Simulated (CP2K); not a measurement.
N-methylacetamide has these distinct C atoms: C1 (bonded to N and 3 H), C3 (bonded to C, N and O) and C4 (bonded to C and 3 H).

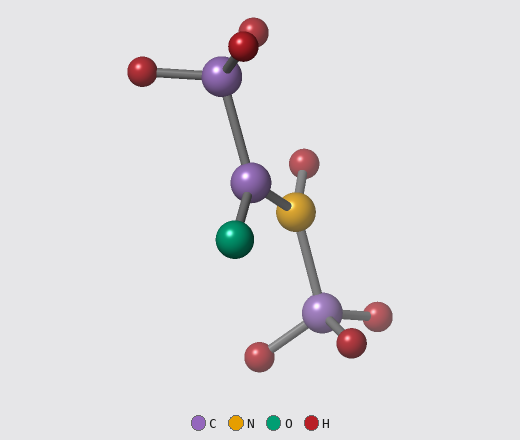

The molecule (carbon purple, nitrogen orange, oxygen teal, hydrogen red).

```xyz
12

C     1.8994    0.0531    0.1905
N     0.5362   -0.3889   -0.0626
C    -0.5239    0.4795   -0.0009
C    -1.8964   -0.1420   -0.1969
O    -0.3654    1.6876    0.2084
H     2.0545    1.0282   -0.2861
H     2.1019    0.1667    1.2665
H     2.6009   -0.6755   -0.2315
H     0.3541   -1.3781   -0.1848
H    -2.4293   -0.1329    0.7637
H    -1.8624   -1.1744   -0.5691
H    -2.4697    0.4766   -0.8971
```

Their partial C K spectra (CP2K XAS_TDP, all-electron GAPW, PBEh(45%), aug-cc-pVDZ, TDA, GW2X-corrected core level, no relativity) are given in random order, each times the number of alike atoms.

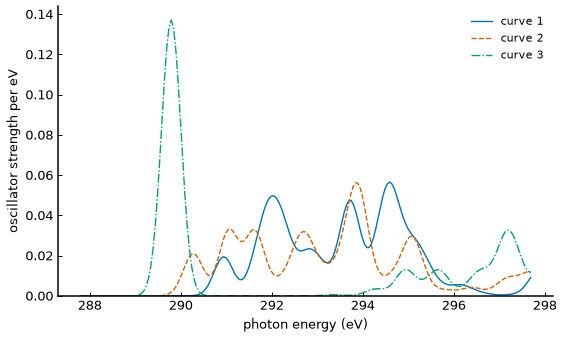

Gaussian full width 0.5 eV, oscillator strength per eV, alike atoms added, rows of zeros left out.

Q: Which curve belongs to which atom?

Curve 1: C1 (bonded to N and 3 H), leading line at 290.94 eV (f = 0.010 an atom), ionisation energy 293.27 eV, term value 2.33 eV. Curve 2: C4 (bonded to C and 3 H), leading line at 290.23 eV (f = 0.007 an atom), ionisation energy 292.54 eV, term value 2.31 eV. Curve 3: C3 (bonded to C, N and O), leading line at 289.79 eV (f = 0.073 an atom), ionisation energy 295.27 eV, term value 5.48 eV. The leading line of an atom is its first one with 35 % of the strongest within 2.5 eV of its lowest line over the strength cut. A line lies at the core ionisation energy, which rises as an atom loses charge to its neighbours or to a π system, less the term value, which is large for a low π* or σ* orbital with weight on that atom.

[Banner, clock and machine lines of the logs are left out without a mark of their own.]

[Logs are printed without paths, hosts, clocks, repeated set-up lines and the standing remarks that a program may print on its own settings, such as how far it seeks lower states.]

[Hosts, paths, dates, database ids (printed as entryN), source tags and the programs' standing remarks are cut or masked in the printed files.]
